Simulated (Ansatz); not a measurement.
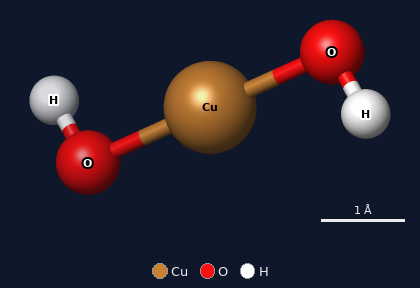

Fig. 1: The structure as given in the input (ball-and-stick view, seen at a tilt). Sticks mark near contacts. Bond lengths as drawn: Cu–O 1.76 to 1.77 Å and H–O 0.96 Å.

# Geometry relaxation, with input and output: CuH2O2 (charge −1)

CuH2O2, charge −1, computed with RKS r2SCAN-D4/def2-TZVPD (Ansatz 0.2.0).

The geometry: GFN2-xTB start.

## What the program printed
```
Functional definition: r2SCAN
  name "r2SCAN"
  cite "Furness, Kaplan, Ning, Perdew & Sun, J. Phys. Chem. Lett. 11, 8208 (2020) doi:10.1021/acs.jpclett.0c02405"
  cite "Furness, Kaplan, Ning, Perdew & Sun, J. Phys. Chem. Lett. 11, 9248 (2020) doi:10.1021/acs.jpclett.0c03077"
  parent r2scan
  parameter k0 = 0.174
  parameter k1 = 0.065
  parameter a1 = 4.9479
  exchange = r2scan_x(k0 = k0, k1 = k1, a1 = a1)
  correlation = r2scan_c
these checks for a lower state are left out or cut short: stability, starts, cluster_reference, orbital_swaps, neighbouring_geometries, increment
939 factors; their error is unknown
mean field evaluation 1: about -48625.8495 eV, gradient 3.4e2 eV
mean field evaluation 2: about -48108.1955 eV, gradient 7.4e2 eV
mean field evaluation 4: about -48680.6104 eV, gradient 2.2e2 eV
mean field evaluation 8: about -48769.5737 eV, gradient 3.9e0 eV
mean field evaluation 16: about -48769.5766 eV, gradient 2.9e-4 eV
mean field -48769.57656210 eV, -1792.2488814509 hartree, gradient 4.2e-6 eV, S^2 0.000000; 0 other end points of the search recorded, 0 dependent functions left out
the calculation of the forces begins
reference -48769.57657628 eV, -1792.2488819721 hartree; 24, 24 occupied and 122, 122 virtual orbitals, 939 factors
relax step   1: F+E_penalty+E_count = -48769.59268550 eV  Δ(F+E_penalty+E_count) = +0.000e0 eV  max|allowed force component| = 9.833e-1 eV/Å  Δτ_max = 0.0000 Å  (20 SCF iters, accepted)
these checks for a lower state are left out or cut short: stability, starts, cluster_reference, orbital_swaps, neighbouring_geometries, increment
939 factors; their error is unknown
mean field -48769.62477054 eV, -1792.2506530784 hartree, gradient 1.7e-6 eV, S^2 0.000000; 0 other end points of the search recorded, 0 dependent functions left out
[... from here on the field's lines of each further geometry are left out, up to the last ...]
relax step   2: F+E_penalty+E_count = -48769.64076844 eV  Δ(F+E_penalty+E_count) = -4.808e-2 eV  max|allowed force component| = 5.699e-1 eV/Å  Δτ_max = 0.0372 Å  (22 SCF iters, accepted)
relax step   3: F+E_penalty+E_count = -48769.66493047 eV  Δ(F+E_penalty+E_count) = -2.416e-2 eV  max|allowed force component| = 6.771e-2 eV/Å  Δτ_max = 0.0523 Å  (21 SCF iters, accepted)
relax step   4: F+E_penalty+E_count = -48769.66569980 eV  Δ(F+E_penalty+E_count) = -7.693e-4 eV  max|allowed force component| = 7.224e-2 eV/Å  Δτ_max = 0.0289 Å  (22 SCF iters, accepted)
relax step   5: F+E_penalty+E_count = -48769.63556149 eV  Δ(F+E_penalty+E_count) = +3.014e-2 eV  max|allowed force component| = 1.178e0 eV/Å  Δτ_max = 0.1293 Å  (28 SCF iters, rejected (line search))
relax step   6: F+E_penalty+E_count = -48769.66855462 eV  Δ(F+E_penalty+E_count) = -2.855e-3 eV  max|allowed force component| = 6.925e-2 eV/Å  Δτ_max = 0.0647 Å  (21 SCF iters, accepted)
relax step   7: F+E_penalty+E_count = -48769.65573116 eV  Δ(F+E_penalty+E_count) = +1.282e-2 eV  max|allowed force component| = 9.026e-1 eV/Å  Δτ_max = 0.1000 Å  (27 SCF iters, rejected (line search))
relax step   8: F+E_penalty+E_count = -48769.67172613 eV  Δ(F+E_penalty+E_count) = -3.172e-3 eV  max|allowed force component| = 8.314e-2 eV/Å  Δτ_max = 0.0500 Å  (22 SCF iters, accepted)
relax step   9: F+E_penalty+E_count = -48769.67462711 eV  Δ(F+E_penalty+E_count) = -2.901e-3 eV  max|allowed force component| = 1.995e-1 eV/Å  Δτ_max = 0.0495 Å  (22 SCF iters, accepted)
relax step  10: F+E_penalty+E_count = -48769.68079484 eV  Δ(F+E_penalty+E_count) = -6.168e-3 eV  max|allowed force component| = 8.537e-2 eV/Å  Δτ_max = 0.0750 Å  (21 SCF iters, accepted)
relax step  11: F+E_penalty+E_count = -48769.68271190 eV  Δ(F+E_penalty+E_count) = -1.917e-3 eV  max|allowed force component| = 2.086e-1 eV/Å  Δτ_max = 0.0507 Å  (21 SCF iters, accepted)
relax step  12: F+E_penalty+E_count = -48769.63148212 eV  Δ(F+E_penalty+E_count) = +5.123e-2 eV  max|allowed force component| = 1.409e0 eV/Å  Δτ_max = 0.1376 Å  (28 SCF iters, rejected (line search))
relax step  13: F+E_penalty+E_count = -48769.68529639 eV  Δ(F+E_penalty+E_count) = -2.584e-3 eV  max|allowed force component| = 5.071e-3 eV/Å  Δτ_max = 0.0651 Å  (21 SCF iters, accepted)
the calculation of the forces begins
reference -48769.66404774 eV, -1792.2520964888 hartree; 24, 24 occupied and 122, 122 virtual orbitals, 939 factors
relax step  14: F+E_penalty+E_count = -48769.67987261 eV  Δ(F+E_penalty+E_count) = +5.424e-3 eV  max|allowed force component| = 4.491e-1 eV/Å  Δτ_max = 0.0538 Å  (21 SCF iters, rejected (line search))
these checks for a lower state are left out or cut short: stability, starts, cluster_reference, orbital_swaps, neighbouring_geometries, increment
939 factors; their error is unknown
mean field -48769.66949447 eV, -1792.2522966527 hartree, gradient 2.5e-6 eV, S^2 0.000000; 0 other end points of the search recorded, 0 dependent functions left out
the calculation of the forces begins
reference -48769.66950900 eV, -1792.2522971866 hartree; 24, 24 occupied and 122, 122 virtual orbitals, 939 factors
relax step  15: F+E_penalty+E_count = -48769.68531407 eV  Δ(F+E_penalty+E_count) = -1.769e-5 eV  max|allowed force component| = 3.777e-3 eV/Å  Δτ_max = 0.0028 Å  (22 SCF iters, accepted)
```

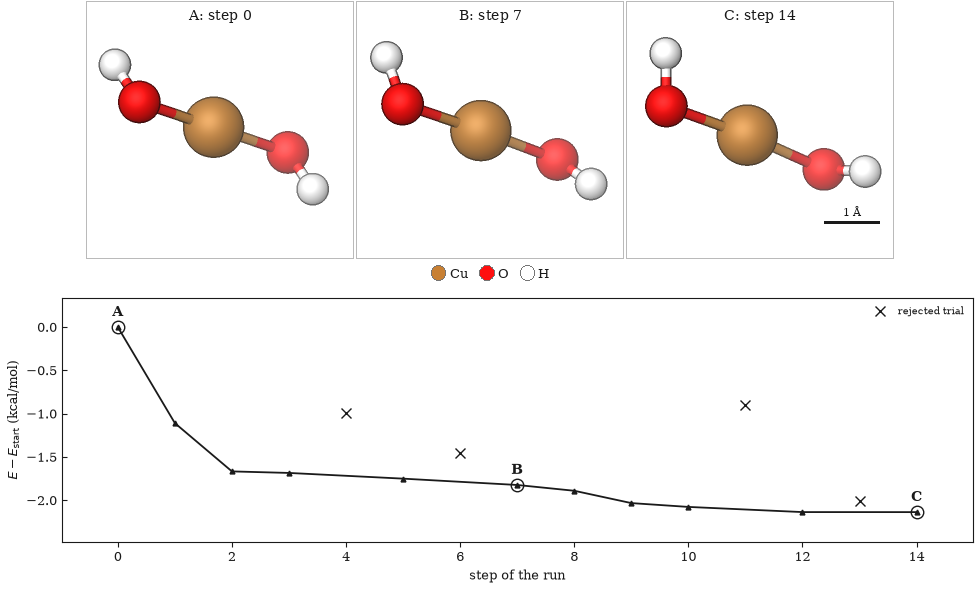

Fig. 2: Frames of the relaxation (ball-and-stick view, seen at a tilt) above the curves, on which the letters mark them (the first geometry is step 0 here and step 1 in the log).

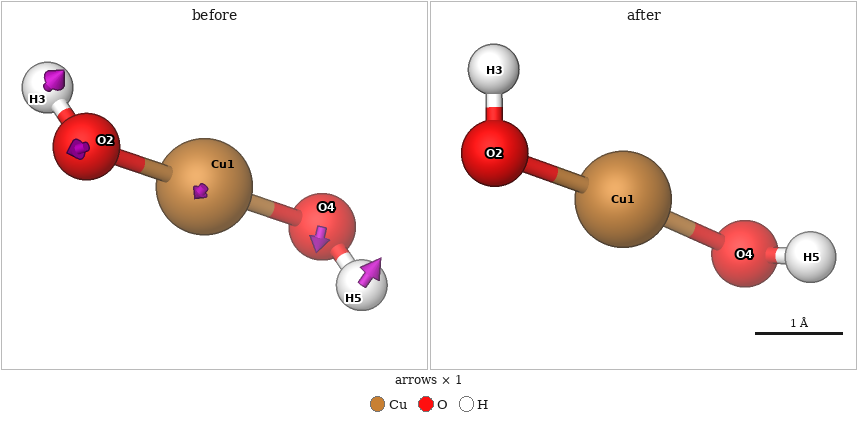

Fig. 3: Before (left) and after (right) the relaxation, at one scale (ball-and-stick view, seen at a tilt). The pink arrows give the displacements, at true length. The largest moves after the best rigid fit, 0.40 Å, are those of H3 and H5. Largest moves by element: H 0.40 Å, O 0.32 Å, Cu 0.21 Å. Among the contacts that change: Cu1–O2 1.765 → 1.821 Å, Cu1–O4 1.766 → 1.821 Å. Among the angles that change: O2–Cu1–O4 179.9° → 175.7°, Cu1–O2–H3 103.9° → 106.7°. Over 14 geometry steps the energy falls by 2.14 kcal/mol. The largest force component goes from 0.98 to 0.0038 eV/Å. The line search rejected the trial steps at points 4, 6, 11, 13 (counted from 0) and went back. (Atoms are counted from 1 in the order of the input.)

```
Total energy: -48769.68532860 eV, -1792.2528785461 hartree
Atom 0 at    -0.187074    -0.093362     0.003171 Å, force    -0.001661    -0.000823     0.000012 eV/Å
Atom 1 at    -0.283753     0.010916     1.818370 Å, force     0.000821     0.002705     0.003769 eV/Å
Atom 2 at     0.013574     0.896601     2.061118 Å, force     0.000294    -0.002850    -0.002924 eV/Å
Atom 3 at    -0.211198    -0.257943    -1.809977 Å, force     0.002579    -0.001021    -0.003777 eV/Å
Atom 4 at     0.668452    -0.556212    -2.072692 Å, force    -0.002032     0.001988     0.002920 eV/Å
Dipole moment:     0.267100     0.133309    -0.004529 e Å
Checks for a lower state left out: stability, starts, cluster_reference, orbital_swaps, neighbouring_geometries, increment
```

## Trajectory as extended XYZ (Å, eV, eV/Å), 15 frames, from step=1 to step=15
```
5
Properties=species:S:1:pos:R:3:forces:R:3 step=1 energy=-48769.59269
Cu   -0.0008   -0.0015    0.0006   -0.0027   0.0020  -0.0177
O     0.0316   -0.0089    1.7649    0.0894  -0.1489   0.9833
H    -0.3755    0.8279    2.0065   -0.1006   0.2134   0.2110
O    -0.0362    0.0069   -1.7646   -0.0934   0.1511  -0.9630
H     0.3809   -0.8244   -2.0074    0.1073  -0.2176  -0.2137
5
Properties=species:S:1:pos:R:3:forces:R:3 step=2 energy=-48769.64077
Cu   -0.0031   -0.0021    0.0004   -0.0006   0.0012  -0.0106
O     0.0264   -0.0026    1.7885   -0.0012   0.0187   0.5699
H    -0.3759    0.8374    2.0424   -0.0075   0.0212   0.0935
O    -0.0349   -0.0015   -1.7882   -0.0014  -0.0194  -0.5589
H     0.3875   -0.8313   -2.0431    0.0107  -0.0217  -0.0939
5
Properties=species:S:1:pos:R:3:forces:R:3 step=3 energy=-48769.66493
Cu   -0.0144   -0.0070    0.0003    0.0072   0.0027  -0.0019
O     0.0089    0.0035    1.8199   -0.0353   0.0636   0.0677
H    -0.3619    0.8547    2.0897    0.0300  -0.0596  -0.0083
O    -0.0413   -0.0197   -1.8194    0.0273  -0.0664  -0.0662
H     0.4087   -0.8314   -2.0905   -0.0292   0.0597   0.0087
5
Properties=species:S:1:pos:R:3:forces:R:3 step=4 energy=-48769.66570
Cu   -0.0294   -0.0146    0.0005    0.0127   0.0060  -0.0003
O    -0.0104   -0.0025    1.8241   -0.0405   0.0667   0.0112
H    -0.3361    0.8670    2.0945    0.0337  -0.0689  -0.0206
O    -0.0579   -0.0316   -1.8230    0.0284  -0.0722  -0.0111
H     0.4338   -0.8182   -2.0962   -0.0342   0.0685   0.0207
5
Properties=species:S:1:pos:R:3:forces:R:3 step=5 energy=-48769.63556 accepted=F
Cu   -0.0982   -0.0492    0.0016    0.0414   0.0216   0.0025
O    -0.0969   -0.0313    1.8332   -0.1835   1.1540   0.2041
H    -0.2172    0.9176    2.0999    0.1666  -1.1775  -0.3577
O    -0.1331   -0.0834   -1.8292    0.8065  -0.8440  -0.2174
H     0.5455   -0.7537   -2.1055   -0.8309   0.8458   0.3685
5
Properties=species:S:1:pos:R:3:forces:R:3 step=6 energy=-48769.66855
Cu   -0.0566   -0.0283    0.0009   -0.0033  -0.0011   0.0003
O    -0.0578   -0.0167    1.8253   -0.0327   0.0693  -0.0081
H    -0.2750    0.8876    2.0902    0.0326  -0.0660  -0.0154
O    -0.0977   -0.0609   -1.8227    0.0361  -0.0680   0.0081
H     0.4871   -0.7817   -2.0937   -0.0327   0.0659   0.0150
5
Properties=species:S:1:pos:R:3:forces:R:3 step=7 energy=-48769.65573 accepted=F
Cu   -0.1027   -0.0514    0.0017   -0.0169  -0.0077   0.0005
O    -0.1301   -0.0343    1.8265   -0.0609   0.9026   0.1934
H    -0.1795    0.9163    2.0829    0.0675  -0.8967  -0.2381
O    -0.1553   -0.1081   -1.8217    0.6800  -0.5948  -0.2037
H     0.5676   -0.7226   -2.0895   -0.6697   0.5965   0.2480
5
Properties=species:S:1:pos:R:3:forces:R:3 step=8 energy=-48769.67173
Cu   -0.0811   -0.0404    0.0014   -0.0010  -0.0004   0.0001
O    -0.0939   -0.0226    1.8249   -0.0330   0.0831   0.0001
H    -0.2266    0.8993    2.0857    0.0316  -0.0798  -0.0177
O    -0.1241   -0.0862   -1.8213    0.0468  -0.0766  -0.0003
H     0.5257   -0.7500   -2.0908   -0.0445   0.0736   0.0178
5
Properties=species:S:1:pos:R:3:forces:R:3 step=9 energy=-48769.67463
Cu   -0.1052   -0.0525    0.0018    0.0019   0.0008  -0.0001
O    -0.1304   -0.0255    1.8243   -0.0333   0.1995   0.0385
H    -0.1781    0.9083    2.0813    0.0309  -0.1974  -0.0507
O    -0.1484   -0.1136   -1.8196    0.1381  -0.1469  -0.0401
H     0.5621   -0.7167   -2.0878   -0.1376   0.1439   0.0525
5
Properties=species:S:1:pos:R:3:forces:R:3 step=10 energy=-48769.68080
Cu   -0.1346   -0.0672    0.0023   -0.0180  -0.0089   0.0004
O    -0.1909   -0.0194    1.8229   -0.0033   0.0854   0.0045
H    -0.1036    0.9105    2.0734    0.0104  -0.0775  -0.0141
O    -0.1797   -0.1656   -1.8166    0.0661  -0.0541  -0.0056
H     0.6088   -0.6583   -2.0820   -0.0553   0.0551   0.0148
5
Properties=species:S:1:pos:R:3:forces:R:3 step=11 energy=-48769.68271
Cu   -0.1606   -0.0801    0.0027    0.0064   0.0031  -0.0001
O    -0.2290   -0.0064    1.8212   -0.0549  -0.2086  -0.0584
H    -0.0534    0.9054    2.0684    0.0515   0.2072   0.0552
O    -0.1922   -0.2038   -1.8140   -0.1982   0.0825   0.0628
H     0.6350   -0.6150   -2.0782    0.1951  -0.0842  -0.0594
5
Properties=species:S:1:pos:R:3:forces:R:3 step=12 energy=-48769.63148 accepted=F
Cu   -0.2249   -0.1122    0.0038    0.0258   0.0129  -0.0004
O    -0.3347    0.0201    1.8179    0.6194   1.2896   0.3408
H     0.0831    0.8972    2.0521   -0.6292  -1.3029  -0.3626
O    -0.2345   -0.3041   -1.8082    1.3930  -0.2852  -0.3749
H     0.7109   -0.5009   -2.0656   -1.4089   0.2855   0.3971
5
Properties=species:S:1:pos:R:3:forces:R:3 step=13 energy=-48769.68530
Cu   -0.1853   -0.0925    0.0031   -0.0040  -0.0020   0.0000
O    -0.2820    0.0102    1.8184   -0.0008  -0.0035   0.0028
H     0.0109    0.8970    2.0619    0.0031   0.0040  -0.0011
O    -0.2107   -0.2562   -1.8100   -0.0033   0.0014  -0.0027
H     0.6671   -0.5586   -2.0734    0.0051   0.0001   0.0010
5
Properties=species:S:1:pos:R:3:forces:R:3 step=14 energy=-48769.67987 accepted=F
Cu   -0.2082   -0.1039    0.0035   -0.0020  -0.0010   0.0001
O    -0.3242    0.0261    1.8165    0.1977   0.4172   0.1147
H     0.0637    0.8883    2.0558   -0.1956  -0.4192  -0.1212
O    -0.2233   -0.2994   -1.8072    0.4491  -0.0945  -0.1257
H     0.6921   -0.5111   -2.0686   -0.4491   0.0974   0.1321
5
Properties=species:S:1:pos:R:3:forces:R:3 step=15 energy=-48769.68531
Cu   -0.1871   -0.0934    0.0032   -0.0017  -0.0008   0.0000
O    -0.2838    0.0109    1.8184    0.0008   0.0027   0.0038
H     0.0136    0.8966    2.0611    0.0003  -0.0029  -0.0029
O    -0.2112   -0.2579   -1.8100    0.0026  -0.0010  -0.0038
H     0.6685   -0.5562   -2.0727   -0.0020   0.0020   0.0029
```

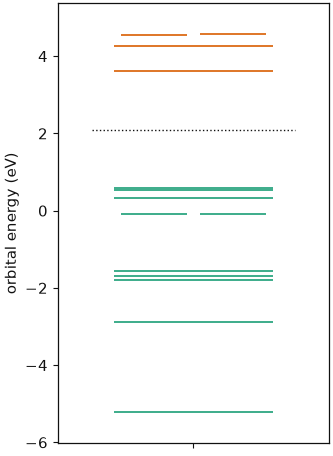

Fig. 4: Orbital energies near the frontier; the dotted line parts filled from empty levels, and levels within 0.02 eV of each other stand side by side. Highest filled 0.58 eV, lowest empty 3.61 eV, 3.03 eV apart.

The run was set up as follows.

## Input
```yaml
crystal:
  periodic: [false, false, false]
  atoms:
    - {symbol: Cu, position_ang: [-0.000800, -0.001470, 0.000570]}
    - {symbol: O, position_ang: [0.031600, -0.008930, 1.764910]}
    - {symbol: H, position_ang: [-0.375500, 0.827860, 2.006460]}
    - {symbol: O, position_ang: [-0.036230, 0.006910, -1.764560]}
    - {symbol: H, position_ang: [0.380930, -0.824370, -2.007390]}
basis:
  gaussian: {orbitals: def2-TZVPD}
total_charge: -1
hamiltonian: {xc: r2scan, dispersion: d4}
scf: {lower_state_search: "off"}
output: {orbitals: {seedname: orbitals}}
relax: {f_tol: 0.02, max_steps: 100}
```

Launch command:
```bash
ansatz run in.yaml --threads 4 --pin off --events-out ev --progress --plain --max-ram 3916MiB
```

## Summary

- outcome: converged
- total energy: −48769.6853 eV
- mean-field energy: −48769.6695 eV
- dispersion energy: −0.0158 eV
- HOMO: 0.58 eV
- LUMO: 3.61 eV
- largest force (length of the vector) at the end: 0.005 eV/Å
- hardware: 4 threads of Arm Neoverse V2, 23 GiB of memory available, shared host
- wall time: 16 s (CPU time 58 s)
- peak memory: 0.19 GiB

## Notes

The highest filled orbital lies above zero: either the extra electron isn't bound at this level, or the self-interaction error of the functional lifts the level.
